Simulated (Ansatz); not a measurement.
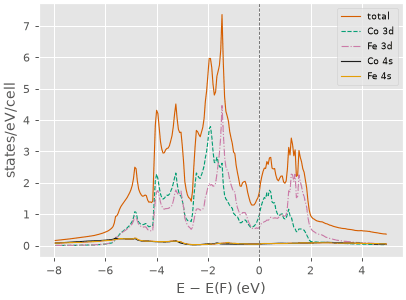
*Total and projected density of states of FeCo in space group Cmmm (No. 65; Fe on 2c, Co on 2a), the program Ansatz at the PBEsol level (PAW)*

Problem. Which orbitals carry the states next to the Fermi level?

Solution. Within 0.5 eV of the Fermi level: Co 3d 55 %, Fe 3d 36 %. Projections are on Löwdin-orthogonalised atomic valence shells; empty p or d shells of many metals are not among them.

Problem. Where is the tallest occupied peak in this window, and what makes it?

Solution. Near -1.4 eV, about 7.4 states/eV per cell; the largest projected share is Fe 3d.

The workflow started from a Materials Project entry (that database holds measured and hypothetical structures alike); the Crystallography Open Database copy checked does not list it. With Fe and Co taken as one species the cell has the higher symmetry Im-3m, so it may be an ordered model of a mixed-site phase. It is not the phase usual at ambient conditions (space group No. 221). Symmetry was held in the PBEsol relaxation; whether a distortion lowers the energy is not shown. The final state is ferromagnetic, chosen from 5 collinear starts compared on coarse meshes (ties went to the first, and starts can fall back to one state), not a proven ground state.

Potentials: the later of the program's two PAW sets.
